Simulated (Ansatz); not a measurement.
The figure comes from a scan of CdSe (zinc blende): volume and axial ratio are varied about the relaxed values (subscript 0). Level of theory: r2SCAN (plane waves to 500 eV, PAW, scalar-relativistic; Ansatz, a first-principles code). k mesh 9×9×9 (Γ-centred), Fermi-Dirac smearing 0.05 eV. E stands for the smeared free energy. CdSe was relaxed with its symmetry unable to fall. The zero of ΔE is the relaxed starting cell.

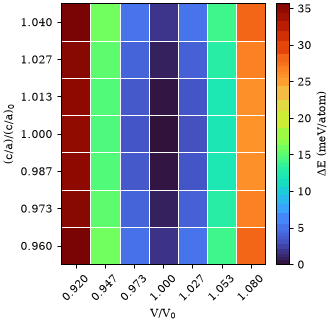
ΔE (meV/atom), one tile a computed point.

Read the plotted values off the figure, to the accuracy that the plot allows.

To the nearest 5:

ΔE (meV/atom), with V/V₀ across and (c/a)/(c/a)₀ down:

```csv
(c/a)/(c/a)₀ \ V/V₀,0.920,0.947,0.973,1.000,1.027,1.053,1.080
0.960,35,15,5,0,5,15,30
0.973,35,15,5,0,5,15,25
0.987,35,15,5,0,5,10,25
1.000,35,15,5,0,5,10,25
1.013,35,15,5,0,5,10,25
1.027,35,15,5,0,5,15,25
1.040,35,15,5,0,5,15,30
```

(Under strain, the slope of the energy per volume gives the stress and its curvature an elastic modulus.)
